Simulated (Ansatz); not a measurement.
# AgGeF3 (model cell, started as cubic perovskite with Ge in the octahedra): a soft mode frozen in, part 2 of 3

Wanted: the energy along a soft mode of AgGeF3 (model cell, started as cubic perovskite with Ge in the octahedra) and the structure at the end.

Ansatz 0.2.0; DFT PBEsol, scalar-relativistic, plane waves, PAW; PAW set soft_1.

So far, highest frequency on the path or at a solved wavevector (cm⁻¹): step 2 (phonons on a q mesh) 344. Also lowest frequency on the path (cm⁻¹): step 2 -190.

The structure was built from a prototype and need not be the compound's stable phase.

## Step 3: The mode frozen in, largest atomic shift 0 Å

The mode followed lies at q = (0, 0, -0.5) with frequency 185.5i cm⁻¹ and is 2-fold degenerate, one of the unstable modes though not the softest. At small amplitude the distorted cell has space group no. 51 by a symmetry search on the positions. The undistorted cell that holds it gives the zero of energy on the same k mesh.

System of this step: AgGeF3 (model cell, started as cubic perovskite with Ge in the octahedra). It takes space group Pm-3m (No. 221, cubic). The conventional cell has a = 4.264 Å, b = 4.264 Å, c = 4.264 Å, α = 90.00°, β = 90.00°, γ = 90.00°. Nearest to Ag lie 12 F at 3.02 Å. Nearest to Ge lie 6 F at 2.13 Å. Nearest to F lie 2 Ge at 2.13 Å. F has 2 Ge at 2.13 Å nearest. Farther neighbours and most contacts between anions are not listed.

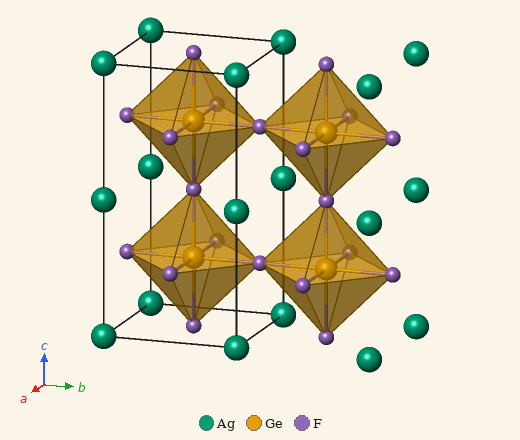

The cell of this step (silver teal, germanium orange, fluorine purple). 1×2×1 cells are drawn. Some periodic images of atoms are drawn too.

input.yaml

```yaml
crystal:
  lattice:
    - [4.2639971677, 0.0, 0.0]
    - [0.0, 4.2639971677, 0.0]
    - [0.0, 0.0, 8.5279943354]
  atoms:
    - { symbol: Ag, position: [0.0, 0.0, 0.0] }
    - { symbol: Ag, position: [0.0, 0.0, 0.5] }
    - { symbol: Ge, position: [0.5, 0.5, 0.25] }
    - { symbol: Ge, position: [0.5, 0.5, 0.75] }
    - { symbol: F, position: [0.5, 0.5, 0.0] }
    - { symbol: F, position: [0.5, 0.5, 0.5] }
    - { symbol: F, position: [0.5, 0.0, 0.25] }
    - { symbol: F, position: [0.5, 0.0, 0.75] }
    - { symbol: F, position: [0.0, 0.5, 0.25] }
    - { symbol: F, position: [0.0, 0.5, 0.75] }
kpoints:
  mp_grid: { grid: [8, 8, 4] }
hamiltonian:
  xc: pbesol
  pseudopotentials: { kind: paw, azcp: { folder: soft_1 }, xc_functional: pbe }
scf:
  occupations: { method: methfessel_paxton, width: 0.2 }
output:
  forces: true
  stress: true
  eigenvalues: true
```

Started as:

```console
ansatz run input.yaml --threads 4 --pin off --max-ram 16384MiB --backend cpu --events-out ev --progress --plain --runs-dir out
```

Numbers of over 12 decimals in the logs are rounded to 6 here.

The program printed:

```text
[...]
Crystal: 10 atoms, lattice volume = 155.053 Å³
Basis set: ecut = 420 eV, 3013 PW (Γ), exchange–correlation on 60×60×120 points (8 copies of the dense FFT grid, shifted against one another)
Bands: 65, of which v1, the nominal top of the filled ones, is band 54 counted from 1 (53 counted from 0)
Symmetry: 32 space group operations
[...]
k-points: 45 of 256
[...]
k-point 0: bands = [... 50 lower, 3.8890, 3.9895, 3.9895, 5.4374, 6.8526, 8.1119, 11.4480, 12.3989, ... 7 higher]
  k-point 1: bands = [... 50 lower, 3.8409, 3.9423, 3.9423, 4.9710, 7.0311, 7.9568, 11.5145, 13.1867, ... 7 higher]
  k-point 2: bands = [... 50 lower, 3.8206, 3.8206, 3.9771, 3.9771, 7.4865, 7.4865, 12.2265, 12.2265, ... 7 higher]
  k-point 44: bands = [... 50 lower, 3.8100, 3.8100, 7.6081, 7.6081, 8.7197, 8.7197, 10.3117, 10.3117, ... 7 higher]
[key lines of the parts left out:]
SCF converged after 9 iterations
Free energy (F): -28351.245694 eV
Fermi energy:    7.438259 eV
P = ⅓ Tr σ = 0.0089 GPa (0.089 kbar)
```

Elapsed: 6.5 s, on 4 threads of Arm Neoverse V2, shared host; peak memory 0.68 GiB.

This step gave:

```
pressure                         : 0.008918 GPa
energy from the undistorted cell : 0 meV/atom
```

The run ends at a pressure of 0.01 GPa.

## Step 4: The mode frozen in, largest atomic shift 0.22 Å

The atoms are moved along the unstable eigenvector, the largest shift by 0.22 Å, with the cell fixed.

input.yaml, the sections that differ from step 3:

```yaml
crystal:
  lattice:
    - [4.2639971677, 0.0, 0.0]
    - [0.0, 4.2639971677, 0.0]
    - [0.0, 0.0, 8.5279943354]
  atoms:
    - { symbol: Ag, position: [0.0, 0.0, 0.0] }
    - { symbol: Ag, position: [0.0, 0.0, 0.5] }
    - { symbol: Ge, position: [0.5, 0.5044081437, 0.25] }
    - { symbol: Ge, position: [0.5, 0.4955918563, 0.75] }
    - { symbol: F, position: [0.5, 0.5, 0.0] }
    - { symbol: F, position: [0.5, 0.5, 0.5] }
    - { symbol: F, position: [0.5, -0.051594781, 0.25] }
    - { symbol: F, position: [0.5, 0.051594781, 0.75] }
    - { symbol: F, position: [0.0, 0.5181187348, 0.25] }
    - { symbol: F, position: [0.0, 0.4818812652, 0.75] }
# kpoints, hamiltonian, scf, output: as in step 3
```

The program printed:

```text
[...]
Crystal: 10 atoms, lattice volume = 155.053 Å³
Basis set: ecut = 420 eV, 3013 PW (Γ), exchange–correlation on 60×60×120 points (8 copies of the dense FFT grid, shifted against one another)
Bands: 65, of which v1, the nominal top of the filled ones, is band 54 counted from 1 (53 counted from 0)
Symmetry: 8 space group operations
[...]
k-points: 75 of 256
[...]
k-point 0: bands = [... 50 lower, 3.8346, 3.9039, 3.9774, 5.6035, 6.9213, 8.0610, 11.4883, 12.4631, ... 7 higher]
  k-point 1: bands = [... 50 lower, 3.7899, 3.8628, 3.9297, 5.1433, 7.0878, 7.9341, 11.5526, 13.1920, ... 7 higher]
  k-point 2: bands = [... 50 lower, 3.8062, 3.8062, 4.1787, 4.1787, 7.5105, 7.5105, 12.2435, 12.2435, ... 7 higher]
  k-point 74: bands = [... 50 lower, 3.8054, 3.8054, 7.4524, 7.4524, 8.6596, 8.6596, 10.4151, 10.4151, ... 7 higher]
[key lines of the parts left out:]
SCF converged after 9 iterations
Free energy (F): -28351.305885 eV
Fermi energy:    7.443441 eV
P = ⅓ Tr σ = 1.0379 GPa (10.379 kbar)
```

Wall time 11 s (4 threads); peak memory 0.81 GiB.

This step gave:

* pressure: 1.038 GPa
* energy from the undistorted cell: -6.001 meV/atom

The energy, extrapolated to zero smearing, is -6.00 meV/atom against the undistorted cell.

The run ends at a pressure of 1.04 GPa, with forces up to 0.41 eV/Å.

## Step 5: Energy along the mode, all amplitudes (two of the runs are shown above)

An imaginary frequency means negative curvature, so the energy should fall and then rise again as anharmonic terms take over.

Numbers from this step:

```
depth at the lowest point sampled  : 6.001 meV/atom
largest atomic shift at that point : 0.22 Å
```

Energy from the parent against largest atomic shift:

```
largest atomic shift (Å)  energy from the parent (meV/atom)
                   0.000                                  0
                   0.040                             -0.435
                   0.080                              -1.64
                   0.140                              -4.21
                   0.220                              -6.00
                   0.320                               4.95
```

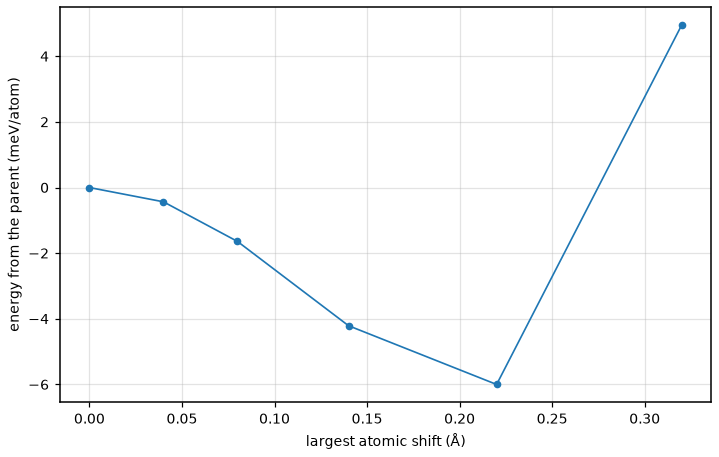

Energy from the parent against largest atomic shift.

Displacement at unit largest shift by atom:

```
atom  x (Å)  y (Å)  z (Å)  size
 Ag1   0.00   0.00   0.00  0.00
 Ag2   0.00   0.00   0.00  0.00
 Ge3   0.00   0.09   0.00  0.09
 Ge4   0.00  -0.09   0.00  0.09
  F5   0.00   0.00   0.00  0.00
  F6   0.00   0.00   0.00  0.00
  F7   0.00  -1.00   0.00  1.00
  F8   0.00   1.00   0.00  1.00
  F9   0.00   0.35   0.00  0.35
 F10   0.00  -0.35   0.00  0.35
```

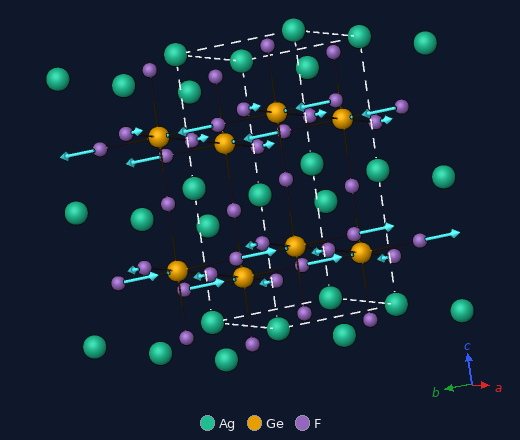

Displacement at unit largest shift as arrows, the longest 1 Å. 2×2×1 cells are drawn. Some periodic images of atoms are drawn too.

The lowest of the steps tried is at 0.22 Å, 6.00 meV/atom below the parent; the bottom of the well need not coincide with a step.

## Step 6: Relaxing from the distorted cell

Starting from the lowest point found, all atoms and the cell are let go, so that strain and other modes of the same symmetry can join in.

input.yaml, as its differences from that of step 4:

```diff
@@ -27 +27,6 @@
   eigenvalues: true
+relax:
+  adjacent_minimum: "off"
+  f_tol: 0.002
+  max_steps: 120
+  cell: { stress_tol: 0.03 }
```

The program printed:

```text
[...]
Crystal: 10 atoms, lattice volume = 155.053 Å³
Basis set: ecut = 420 eV, 3013 PW (Γ), exchange–correlation on 60×60×120 points (8 copies of the dense FFT grid, shifted against one another)
Bands: 65, of which v1, the nominal top of the filled ones, is band 54 counted from 1 (53 counted from 0)
Symmetry: 8 space group operations
[...]
k-points: 75 of 256
[...]
SCF iter   1: F=—  HF=-28368.106037 eV  |F-HF|=—  |Δ(HF+E_count)|=         —  Δρ=2.12e-1  dr2=6.77e1  ethr=3.10e-3  ⟨swp⟩=5.6  Hψ=16526  notcnv=0  defer=5
[...]
SCF iter   9: F=-28351.305885 eV  HF=-28351.305885 eV  |F-HF|=8.01e-8  |Δ(HF+E_count)|=   1.40e-6  S|Δr|=    0.00e0  Δρ=8.05e-6  dr2=5.95e-8  ethr=9.26e-11  ⟨swp⟩=9.9  Hψ=26813  notcnv=0
SCF 1 converged in 9 iterations: F = -28351.305885 eV  dr2 = 5.95e-8
[...]
relax step   1: F+E_penalty+E_count = -28351.30588548 eV  Δ(F+E_penalty+E_count) = +0.000e0 eV  max|allowed force component| = 4.146e-1 eV/Å  Δτ_max = 0.0000 Å  P = +1.038 GPa  Ω = 155.053 Å³  (9 SCF iters, dr2 threshold 1.00e-7 eV, accepted)
Crystal: 10 atoms, lattice volume = 157.298 Å³
Basis set: ecut = 420 eV, 3049 PW (Γ), exchange–correlation on 60×60×120 points (8 copies of the dense FFT grid, shifted against one another)
[...]
SCF iter   7: F=-28351.359210 eV  HF=-28351.359211 eV  |F-HF|=2.79e-8  |Δ(HF+E_count)|=   8.34e-7  S|Δr|=    0.00e0  Δρ=6.82e-6  dr2=3.77e-8  ethr=9.26e-10  ⟨swp⟩=7.4  Hψ=19392  notcnv=0
SCF 2 converged in 7 iterations: F = -28351.359210 eV  dr2 = 3.77e-8
[...]
relax step   2: F+E_penalty+E_count = -28351.35921049 eV  Δ(F+E_penalty+E_count) = -5.333e-2 eV  max|allowed force component| = 1.936e-1 eV/Å  Δτ_max = 0.0708 Å  P = -0.015 GPa  Ω = 157.298 Å³  energy of the carried Pulay correction = -4.412e-3 eV  (7 SCF iters, dr2 threshold 1.00e-6 eV, accepted)
Crystal: 10 atoms, lattice volume = 158.074 Å³
Basis set: ecut = 420 eV, 3101 PW (Γ), exchange–correlation on 60×60×120 points (8 copies of the dense FFT grid, shifted against one another)
[...]
SCF iter   7: F=-28351.448112 eV  HF=-28351.448113 eV  |F-HF|=3.44e-7  |Δ(HF+E_count)|=   1.31e-5  S|Δr|=    0.00e0  Δρ=2.29e-5  dr2=3.37e-7  ethr=9.26e-10  ⟨swp⟩=7.5  Hψ=23070  notcnv=0
SCF 3 converged in 7 iterations: F = -28351.448112 eV  dr2 = 3.37e-7
relax step   3: F+E_penalty+E_count = -28351.44811234 eV  Δ(F+E_penalty+E_count) = -8.890e-2 eV  max|allowed force component| = 3.190e-1 eV/Å  Δτ_max = 0.1954 Å  P = -1.221 GPa  Ω = 158.074 Å³  energy of the carried Pulay correction = -5.923e-3 eV  (7 SCF iters, dr2 threshold 1.00e-6 eV, accepted)
[... from here on, the SCF cycles and remarks between the steps are left out ...]
relax step   4: F+E_penalty+E_count = -28351.48518983 eV  Δ(F+E_penalty+E_count) = -3.708e-2 eV  max|allowed force component| = 4.186e-1 eV/Å  Δτ_max = 0.1287 Å  P = -1.332 GPa  Ω = 156.734 Å³  energy of the carried Pulay correction = -3.310e-3 eV  (7 SCF iters, dr2 threshold 1.00e-6 eV, accepted)
relax step   5: F+E_penalty+E_count = -28351.51548039 eV  Δ(F+E_penalty+E_count) = -3.029e-2 eV  max|allowed force component| = 1.312e-1 eV/Å  Δτ_max = 0.1070 Å  P = +0.567 GPa  Ω = 154.278 Å³  energy of the carried Pulay correction = +1.539e-3 eV  (10 SCF iters, dr2 threshold 1.00e-6 eV, accepted)
relax step   6: F+E_penalty+E_count = -28351.52416527 eV  Δ(F+E_penalty+E_count) = -8.685e-3 eV  max|allowed force component| = 5.654e-2 eV/Å  Δτ_max = 0.0101 Å  P = +0.205 GPa  Ω = 154.886 Å³  energy of the carried Pulay correction = +3.305e-4 eV  (7 SCF iters, dr2 threshold 1.00e-6 eV, accepted)
relax step   7: F+E_penalty+E_count = -28351.53267962 eV  Δ(F+E_penalty+E_count) = -8.514e-3 eV  max|allowed force component| = 6.228e-2 eV/Å  Δτ_max = 0.0854 Å  P = +0.019 GPa  Ω = 155.662 Å³  energy of the carried Pulay correction = -1.203e-3 eV  (9 SCF iters, dr2 threshold 5.82e-7 eV, accepted)
relax step   8: F+E_penalty+E_count = -28351.54419128 eV  Δ(F+E_penalty+E_count) = -1.151e-2 eV  max|allowed force component| = 1.164e-1 eV/Å  Δτ_max = 0.1068 Å  P = +0.056 GPa  Ω = 156.391 Å³  energy of the carried Pulay correction = -2.638e-3 eV  (10 SCF iters, dr2 threshold 2.42e-7 eV, accepted)
relax step   9: F+E_penalty+E_count = -28351.55547127 eV  Δ(F+E_penalty+E_count) = -1.128e-2 eV  max|allowed force component| = 1.487e-1 eV/Å  Δτ_max = 0.1951 Å  P = -0.327 GPa  Ω = 158.869 Å³  energy of the carried Pulay correction = -7.463e-3 eV  (10 SCF iters, dr2 threshold 8.47e-7 eV, accepted)
relax step  10: F+E_penalty+E_count = -28351.55908381 eV  Δ(F+E_penalty+E_count) = -3.613e-3 eV  max|allowed force component| = 9.921e-2 eV/Å  Δτ_max = 0.0870 Å  P = -0.303 GPa  Ω = 159.687 Å³  energy of the carried Pulay correction = -9.039e-3 eV  (9 SCF iters, dr2 threshold 1.00e-6 eV, accepted)
relax step  11: F+E_penalty+E_count = -28351.56225775 eV  Δ(F+E_penalty+E_count) = -3.174e-3 eV  max|allowed force component| = 2.706e-2 eV/Å  Δτ_max = 0.0232 Å  P = +0.062 GPa  Ω = 159.374 Å³  energy of the carried Pulay correction = -8.436e-3 eV  (7 SCF iters, dr2 threshold 9.60e-7 eV, accepted)
relax step  12: F+E_penalty+E_count = -28351.56273088 eV  Δ(F+E_penalty+E_count) = -4.731e-4 eV  max|allowed force component| = 4.322e-3 eV/Å  Δτ_max = 0.0235 Å  P = +0.040 GPa  Ω = 159.389 Å³  energy of the carried Pulay correction = -8.466e-3 eV  (8 SCF iters, dr2 threshold 7.35e-8 eV, accepted)
relax step  13: F+E_penalty+E_count = -28351.56225997 eV  Δ(F+E_penalty+E_count) = +4.709e-4 eV  max|allowed force component| = 6.439e-3 eV/Å  Δτ_max = 0.0017 Å  P = -0.059 GPa  Ω = 159.630 Å³  energy of the carried Pulay correction = -8.929e-3 eV  (7 SCF iters, dr2 threshold 1.02e-8 eV, rejected (line search))
relax step  14: F+E_penalty+E_count = -28351.56260797 eV  Δ(F+E_penalty+E_count) = +1.229e-4 eV  max|allowed force component| = 8.121e-4 eV/Å  Δτ_max = 0.0020 Å  P = +0.005 GPa  Ω = 159.463 Å³  energy of the carried Pulay correction = -8.608e-3 eV  (10 SCF iters, accepted)
relax step  15: F+E_penalty+E_count = -28351.57846538 eV  Δ(F+E_penalty+E_count) = -1.586e-2 eV  max|allowed force component| = 4.084e-3 eV/Å  Δτ_max = 0.0000 Å  P = +0.182 GPa  Ω = 159.463 Å³  stress off target by 4.30e-1 GPa  SCF on the basis re-selected at this cell (its energy is not comparable with the rows above)  (10 SCF iters)
relax step  16: F+E_penalty+E_count = -28351.57832536 eV  Δ(F+E_penalty+E_count) = +1.400e-4 eV  max|allowed force component| = 6.206e-3 eV/Å  Δτ_max = 0.0061 Å  P = +0.029 GPa  Ω = 160.195 Å³  energy of the carried Pulay correction = -1.413e-3 eV  (6 SCF iters, dr2 threshold 4.63e-7 eV, accepted)
relax step  17: F+E_penalty+E_count = -28351.57805292 eV  Δ(F+E_penalty+E_count) = +2.724e-4 eV  max|allowed force component| = 4.788e-4 eV/Å  Δτ_max = 0.0016 Å  P = -0.008 GPa  Ω = 160.353 Å³  energy of the carried Pulay correction = -1.727e-3 eV  (7 SCF iters, dr2 threshold 1.76e-8 eV, accepted)
[...]
SCF iter   8: F=-28351.579848 eV  HF=-28351.579848 eV  |F-HF|=1.09e-11  |Δ(HF+E_count)|=  1.46e-11  S|Δr|=    0.00e0  Δρ=5.73e-8  dr2=7.20e-12  ethr=1.00e-12  ⟨swp⟩=3.9  Hψ=13885  notcnv=0
SCF 18 converged in 8 iterations: F = -28351.579848 eV  dr2 = 7.20e-12
relax step  18: F+E_penalty+E_count = -28351.57984816 eV  Δ(F+E_penalty+E_count) = -1.795e-3 eV  max|allowed force component| = 7.599e-4 eV/Å  Δτ_max = 0.0000 Å  P = -0.002 GPa  Ω = 160.353 Å³  stress off target by 1.68e-2 GPa  SCF on the basis re-selected at this cell (its energy is not comparable with the rows above)  (8 SCF iters)
[...]
SCF converged after 8 iterations
[...]
Free energy (F): -28351.579848 eV
[...]
Internal energy: -28351.581855 eV  (E = F + TS)
E sigma→0 (E₀):  -28351.580350 eV
Entropy (-TS):   0.002007 eV (0.201 meV/atom)
Fermi energy:    7.083320 eV
Step filling:    the computed levels leave a gap of 0.0268 eV = 0.1 smearing widths at the electron count; against every level under it full and every level over it empty, smearing changes F+E_penalty+E_count by +0.572 meV and its σ→0 estimate by +0.070 meV
[...]
--- Forces (eV/Å), atoms counted from 1 ---
  atom   1  Ag     0.00000000     0.00000000    -0.00000000
  atom   2  Ag     0.00000000    -0.00000000     0.00000000
  atom   3  Ge     0.00000000    -0.00075991     0.00000000
  atom   4  Ge     0.00000000     0.00075991     0.00000000
  atom   5  F      0.00000000    -0.00000000     0.00000000
  atom   6  F      0.00000000     0.00000000    -0.00000000
  atom   7  F      0.00000000     0.00075279     0.00000000
  atom   8  F      0.00000000    -0.00075279     0.00000000
  atom   9  F      0.00000000    -0.00010622     0.00000000
  atom  10  F      0.00000000     0.00010622     0.00000000
  max |Σ_I F_I| component: 2.60e-29 eV/Å
--- Stress (GPa, compression-positive) ---
       -0.004428       0.000000       0.000000
        0.000000       0.015197       0.000000
        0.000000       0.000000      -0.016824
  P = ⅓ Tr σ = -0.0020 GPa (-0.020 kbar)
--- Band table (eV; the first three rows and the last of 75) ---
  k-point 0: bands = [... 50 lower, 3.7077, 3.7512, 3.9819, 5.4083, 7.0854, 8.1358, 11.3617, 11.8153, ... 7 higher]
  k-point 1: bands = [... 50 lower, 3.6554, 3.7404, 3.9184, 4.9323, 7.2595, 8.0704, 11.2692, 11.9253, ... 7 higher]
  k-point 2: bands = [... 50 lower, 3.7791, 3.7791, 3.9814, 3.9814, 7.6898, 7.6898, 11.7742, 11.7742, ... 7 higher]
  k-point 74: bands = [... 50 lower, 3.8317, 3.8317, 5.9167, 5.9167, 8.6651, 8.6651, 9.5700, 9.5700, ... 7 higher]
--- Relaxed structure (16 steps of the walk, 15 accepted, 2 SCFs on fresh bases) ---
  F+E_penalty+E_count = -28351.57984816 eV   max|allowed force component| = 7.599e-4 eV/Å   (the final SCF, on the basis selected at the relaxed cell)
  cell:  # Å, volume = 160.3530 Å³
    - [4.252094, 0.0, 0.0]
    - [0.0, 4.483558, 0.0]
    - [0.0, 0.0, 8.411075]
  atoms:
    - { symbol: Ag, position: [0, 2.440982122292334e-19, 0] }
    - { symbol: Ag, position: [0, 2.440982122292334e-19, 0.5] }
    - { symbol: Ge, position: [0.5, 0.560746, 0.25] }
    - { symbol: Ge, position: [0.5, 0.439254, 0.750000] }
    - { symbol: F, position: [0.5, 0.5, 0] }
    - { symbol: F, position: [0.5, 0.5, 0.5] }
    - { symbol: F, position: [0.5, -0.012110, 0.25] }
    - { symbol: F, position: [0.5, 0.012110, 0.750000] }
    - { symbol: F, position: [0, 0.695745, 0.25] }
    - { symbol: F, position: [0, 0.304255, 0.750000] }
```

The job ended after 3.2 min (4 threads; peak memory 0.84 GiB).

The steps of the relaxation:

```
step  energy less that of the first step (eV)  largest force component (eV/Å)  pressure (GPa)  volume (Å³)
   1                                   0.0000                          0.4146            1.04       155.05
   2                                  -0.0533                          0.1936           -0.02       157.30
   3                                  -0.1422                          0.3190           -1.22       158.07
   4                                  -0.1793                          0.4186           -1.33       156.73
   5                                  -0.2096                          0.1312            0.57       154.28
   6                                  -0.2183                          0.0565            0.21       154.89
   7                                  -0.2268                          0.0623            0.02       155.66
   8                                  -0.2383                          0.1164            0.06       156.39
   9                                  -0.2496                          0.1487           -0.33       158.87
  10                                  -0.2532                          0.0992           -0.30       159.69
  11                                  -0.2564                          0.0271            0.06       159.37
  12                                  -0.2568                          0.0043            0.04       159.39
  13                                  -0.2564                          0.0064           -0.06       159.63
  14                                  -0.2567                          0.0008            0.01       159.46
 15*                                  -0.2726                          0.0041            0.18       159.46
  16                                  -0.2724                          0.0062            0.03       160.19
  17                                  -0.2722                          0.0005           -0.01       160.35
 18*                                  -0.2740                          0.0008            0.00       160.35
```

Relaxation steps marked * repeat the geometry before them on a plane-wave basis chosen anew for their cell, so energy and pressure can jump there. Relaxation step 13 was tried and not accepted.

Forces are held to the 8 operations that the run works with; a distortion that breaks them can't arise in this run.

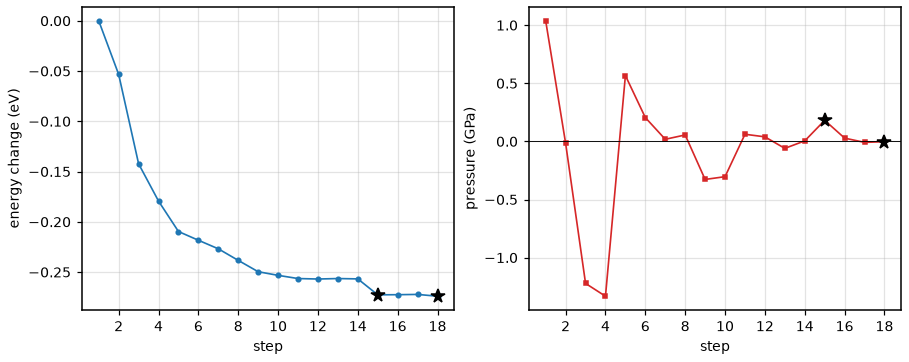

Energy and pressure along the relaxation. Stars mark steps on a basis chosen anew.

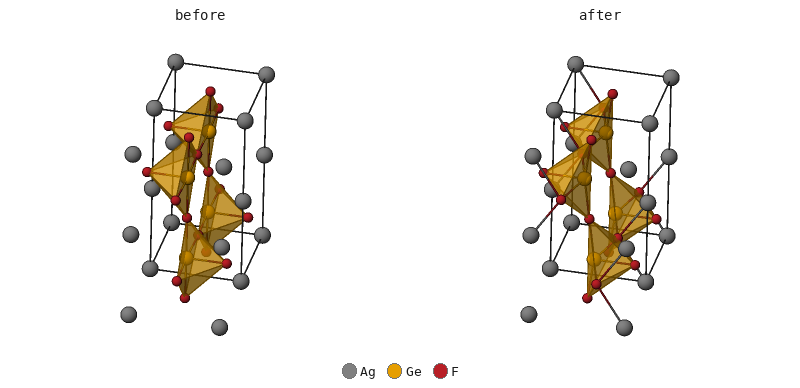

The structure before and after the relaxation, drawn at the same scale. Bonds to atoms that aren't drawn are left out.

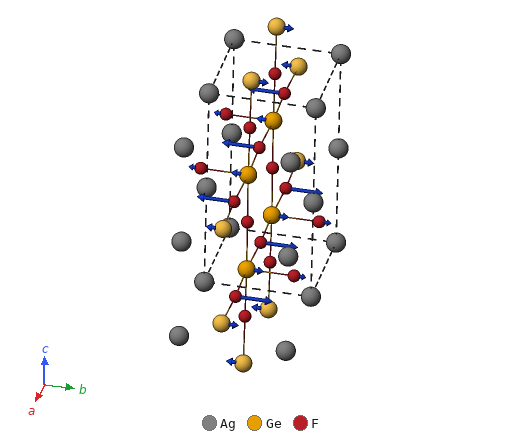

Displacements in the relaxation, exaggerated, measured against the changing cell; the longest in the cell stands for 0.80 Å. 2×1×1 cells are drawn. Some periodic images of atoms are drawn too.

```
     cell as run  before  after  change
           a (Å)   4.264  4.252  -0.3 %
           b (Å)   4.264  4.484  +5.1 %
           c (Å)   8.528  8.411  -1.4 %
volume (Å³/atom)   15.51  16.04  +3.4 %
```

The atoms that moved most (Å, as changes of fractional coordinates times the final cell):

```
atom     dx      dy     dz  length
 F10  0.000  -0.796  0.000   0.796
  F9  0.000   0.796  0.000   0.796
 Ge4  0.000  -0.253  0.000   0.253
 Ge3  0.000   0.253  0.000   0.253
  F7  0.000   0.177  0.000   0.177
  F8  0.000  -0.177  0.000   0.177
```

This step gave:

| Property | Result |
| --- | --- |
| pressure | -0.002018 GPa |
| volume per atom | 16.04 Å³ |
| gap on the k-mesh | 0.02678 eV |

The distorted start has space group Pmma; the relaxation ends in Pmma.

(Continued in part 3 of 3.)

[Logs are printed without paths, hosts, clocks, repeated set-up lines and the standing remarks that a program may print on its own settings, such as how far it seeks lower states.]

[Hosts, paths, dates, database ids (printed as entryN), source tags and the programs' standing remarks are cut or masked in the printed files.]
